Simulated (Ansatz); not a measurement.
Reaction (SMILES): OCl (OH-Cl) → HClO+ (doublet, bonded as OCl) + e-
B3LYP-D3(BJ)/def2-TZVP geometries, fixed; electronic energies without zero-point terms.

Basis-set convergence of the adiabatic ionisation energy at HF with Ansatz (a quantum-chemistry and plane-wave program). Cartesian d functions, on some or all atoms, in 6-31+G*, 6-311G**; all else is spherical. Open shells are unrestricted. No added dispersion term, no relativity. Functions are those of the species that has most. Reference: the value in aug-pcseg-3, 10.302 eV, itself unsure by roughly 0.003 eV (its mean distance from aug-cc-pV(Q+d)Z, def2-QZVPPD, pcseg-3). Deviations are taken from unrounded values.

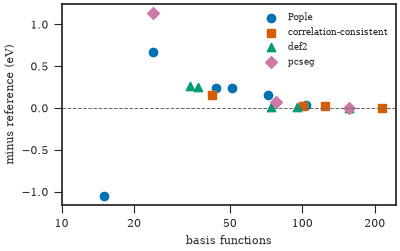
Figure: Deviation from the reference against the number of basis functions, by family of sets.

```csv
basis,functions,adiabatic ionisation energy (eV),minus reference (eV)
STO-3G,15,9.249,-1.053
3-21G,24,10.972,0.670
pcseg-0,24,11.437,1.135
def2-SV(P),34,10.571,0.269
def2-SVP,37,10.548,0.247
cc-pV(D+d)Z,42,10.462,0.160
6-31+G*,44,10.545,0.243
6-311G**,51,10.544,0.242
"6-311++G(2d,2p)",72,10.455,0.153
def2-TZVP,74,10.312,0.010
pcseg-2,78,10.376,0.074
def2-TZVPD,95,10.319,0.017
jun-cc-pV(T+d)Z,101,10.324,0.022
"6-311++G(3df,3pd)",104,10.336,0.034
aug-cc-pV(T+d)Z,124,10.320,0.019
def2-QZVPP,157,10.302,0.001
pcseg-3,157,10.301,-0.001
aug-cc-pV(Q+d)Z,215,10.306,0.004
```
